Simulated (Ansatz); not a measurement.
# One shape, several levels: HCl (hydrogen chloride)

Aim: a comparison of 6 runs (BLYP/3-21G, revPBE/3-21G, wB97M-V/6-31G*, RPA@PBE/3-21G, UCCSD(T)/3-21G, FCI/3-21G) of HCl (hydrogen chloride). 

The calculation is run with Ansatz 0.2.0.

56 further runs of the same task are left out: 2 that didn't finish, 54 set aside as unsound or not needed.

**1. The structure to begin with**

HCl: 2 atoms, total charge 0, spin state singlet. SMILES: `Cl`. The H2–Cl1 distance was set to 1.918 Å, away from the relaxed value.

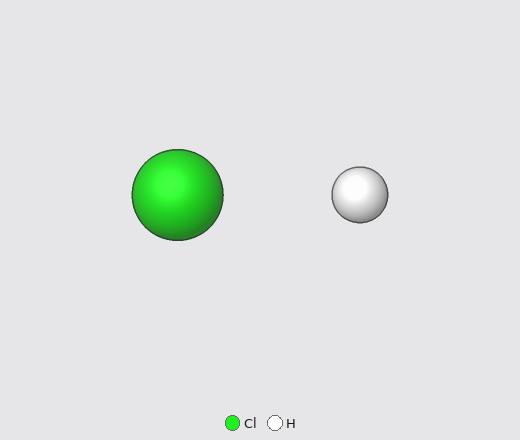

The structure, seen from a chosen angle (chlorine green, hydrogen white).

**2. A single-point energy at BLYP/3-21G (run 1)**

Contents of job.yaml:

```yaml
crystal:
  periodic: [false, false, false]
  atoms:
    - symbol: Cl
      position_ang: [1.092011, -0.357004, 0.561606]
    - symbol: H
      position_ang: [-0.546000, 0.178500, -0.280800]
basis:
  gaussian:
    orbitals: 3-21G.json
hamiltonian:
  xc: {name: BLYP}
accuracy: high
```

The basis set 3-21G is read from a file made from the Basis Set Exchange's data (not shown).

Launch:

```sh
$ ansatz run job.yaml --threads 1 --pin off --max-ram 2610MiB --events-out events.jsonl --progress --plain --runs-dir runs
```

The program printed:

```text
Warning: RAYON_NUM_THREADS=1 ignored (pool sized by the plan → 1); use --threads N
Functional definition: BLYP
  name "BLYP"
  parameter beta = 0.0042
  parameter a = 0.04918
  parameter b = 0.132
  parameter c = 0.2533
  parameter d = 0.349
  exchange = b88_x(beta = beta)
  correlation = lyp_c(a = a, b = b, c = c, d = d)
255 factors; integrals over basis functions are off by at most 3.2e-9 eV
mean field evaluation 1: about -12475.1690 eV, gradient 1.7e1 eV
mean field evaluation 2: about -12468.3851 eV, gradient 4.2e1 eV
mean field evaluation 4: about -12476.4091 eV, gradient 1.1e0 eV
mean field evaluation 8: about -12476.4140 eV, gradient 5.4e-4 eV
mean field evaluation 16: about -12476.4140 eV, gradient 2.5e-8 eV
mean field -12476.41403991 eV, -458.4997591493 hartree, gradient 2.5e-8 eV, S^2 0.000000; 0 other end points of the search recorded, 0 dependent functions left out
reference -12476.41407316 eV, -458.4997603713 hartree; 9, 9 occupied and 6, 6 virtual orbitals, 255 factors
Total energy: -12476.41407316 eV, -458.4997603713 hartree
```

Wall time 0.32 s (1 thread of Arm Neoverse V2, shared host).

**3. The energy at revPBE/3-21G (run 2)**

Contents of in.yaml:

```yaml
crystal:
  periodic: [false, false, false]
  atoms:
    - symbol: Cl
      position_ang: [1.092011, -0.357004, 0.561606]
    - symbol: H
      position_ang: [-0.546000, 0.178500, -0.280800]
basis:
  gaussian:
    orbitals: 3-21G.json
hamiltonian:
  xc: {name: revPBE}
accuracy: high
```

The basis set 3-21G is read from a file made from the Basis Set Exchange's data (not shown).

Launch:

```sh
$ ansatz run in.yaml --threads 1 --pin off --max-ram 2610MiB --events-out events.jsonl --progress --plain --runs-dir runs
```

The program printed:

```text
Warning: RAYON_NUM_THREADS=1 ignored (pool sized by the plan → 1); use --threads N
Functional definition: revPBE
  name "revPBE"
  parameter kappa = 1.245
  parameter beta = 0.06672455060314922
  exchange = pbe_x(kappa = kappa, mu = beta*pi^2/3)
  correlation = pbe_c(beta = beta)
255 factors; integrals over basis functions are off by at most 3.2e-9 eV
mean field evaluation 1: about -12473.0519 eV, gradient 1.6e1 eV
mean field evaluation 2: about -12466.5263 eV, gradient 4.1e1 eV
mean field evaluation 4: about -12474.2581 eV, gradient 9.8e-1 eV
mean field evaluation 8: about -12474.2639 eV, gradient 1.5e-3 eV
mean field evaluation 16: about -12474.2639 eV, gradient 4.7e-8 eV
mean field -12474.26386166 eV, -458.4207415562 hartree, gradient 4.7e-8 eV, S^2 0.000000; 0 other end points of the search recorded, 0 dependent functions left out
reference -12474.26386370 eV, -458.4207416312 hartree; 9, 9 occupied and 6, 6 virtual orbitals, 255 factors
Total energy: -12474.26386370 eV, -458.4207416312 hartree
```

Run time: 0.3 s. Hardware: 1 thread of Arm Neoverse V2, shared host.

Runs 3 to 5 aren't shown in full; the table further down has their settings and results.

**4. A single-point energy at FCI/3-21G (run 6)**

Contents of run.yaml:

```yaml
crystal:
  periodic: [false, false, false]
  atoms:
    - symbol: Cl
      position_ang: [1.092011, -0.357004, 0.561606]
    - symbol: H
      position_ang: [-0.546000, 0.178500, -0.280800]
basis:
  gaussian:
    orbitals: 3-21G.json
correlation:
  method: fci
  frozen_orbitals: {Cl: 5, H: 0}
accuracy: high
```

The basis set 3-21G is read from a file made from the Basis Set Exchange's data (not shown).

Launch:

```sh
$ ansatz run run.yaml --threads 1 --pin off --max-ram 2610MiB --events-out events.jsonl --progress --plain --runs-dir runs
```

The program printed:

```text
Warning: RAYON_NUM_THREADS=1 ignored (pool sized by the plan → 1); use --threads N
Functional definition: HF
  name "HF"
  exchange = exact_x
  correlation = 0
255 factors; integrals over basis functions are off by at most 3.2e-9 eV
mean field evaluation 1: about -12455.8319 eV, gradient 1.3e1 eV
mean field evaluation 2: about -12455.8317 eV, gradient 1.3e1 eV
mean field evaluation 4: about -12457.0101 eV, gradient 1.6e0 eV
mean field evaluation 8: about -12457.0236 eV, gradient 1.3e-4 eV
mean field -12457.02357386 eV, -457.7871726654 hartree, gradient 3.6e-8 eV, S^2 0.000000; 0 other end points of the search recorded, 0 dependent functions left out; unrestricted orbitals would lower it
mean field evaluation 16: about -12457.1784 eV, gradient 7.5e0 eV
5 core orbitals not correlated: weight in the atoms' cores, before any rotation towards them, 1.000 or more for the frozen orbitals, at most 0.000 for the correlated occupied ones
reference -12457.02357386 eV, -457.7871726654 hartree; 4, 4 occupied and 6, 6 virtual orbitals, 255 factors
state -12459.41858432 eV, -457.8751876765 hartree
Total energy: -12459.41858432 eV, -457.8751876765 hartree
```

Wall time 0.5 s (1 thread of Arm Neoverse V2, shared host).

**5. The series**

```tsv
run	level	frozen core orbitals	energy (Eh)	wall time
1	BLYP/3-21G	–	-458.499760	0.32 s
2	revPBE/3-21G	–	-458.420742	0.3 s
3	wB97M-V/6-31G* (spherical functions)	–	-460.660771	3.9 s
4	RPA@PBE/3-21G	5	-457.904080	0.44 s
5	UCCSD(T)/3-21G	5	-457.874695	0.32 s
6	FCI/3-21G	5	-457.875188	0.5 s
```

**6. What came out**

| quantity | value |
| --- | --- |
| run 6: total energy | -457.87519 Eh |
| run 6: correlation energy (5 core orbitals frozen) | -88.0 mEh |

In words: Against full CI in this basis: UCCSD(T) +0.5 mEh. Totals of different functionals can't be ranked against each other. Spin contamination of the reference: run 5 ⟨S²⟩ = 0.48. All runs together took 5.8 s, the longest 3.9 s.
